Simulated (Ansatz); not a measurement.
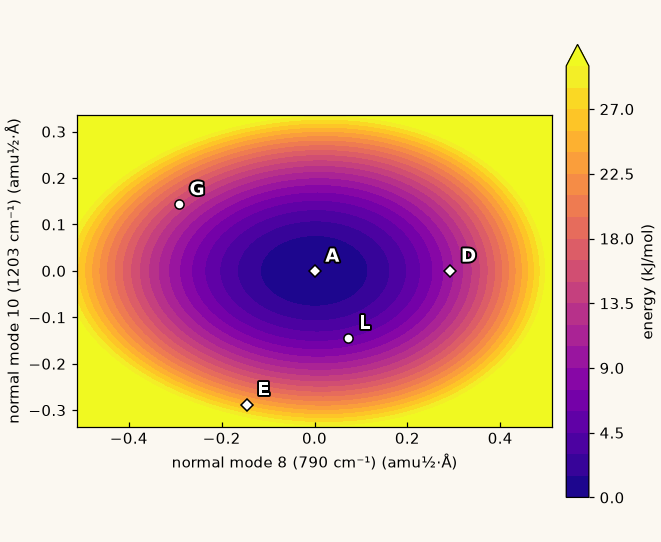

CH3AlOTe, SMILES [TeH][Al]1[CH2][O]1. Coordinates scanned: (1) normal mode 8 (790 cm⁻¹); (2) normal mode 10 (1203 cm⁻¹). Nothing is relaxed (straight displacements along the two mass-weighted modes). The grid has 15 × 15 points. Points are written as (first, second). All energies are given in kJ/mol relative to the lowest grid point. Theory: Ansatz 0.2.0, RHF/def2-TZVP.

The picture shows filled contours, one colour for all values above the top of the scale, lettered points. Between grid points the surface is interpolated.

### What kind of point is each of A, D, E, G, L: minimum, saddle, maximum or slope?

A: minimum; D: on a slope; E: on a slope; G: on a slope; L: on a slope. (In these two coordinates alone; a stationary point may lie a little off the grid point.)

### Rank the lettered points by energy, lowest first.

A (0.0 kJ/mol), L (5.9 kJ/mol), D (9.9 kJ/mol), G (14.8 kJ/mol), E (25.0 kJ/mol).
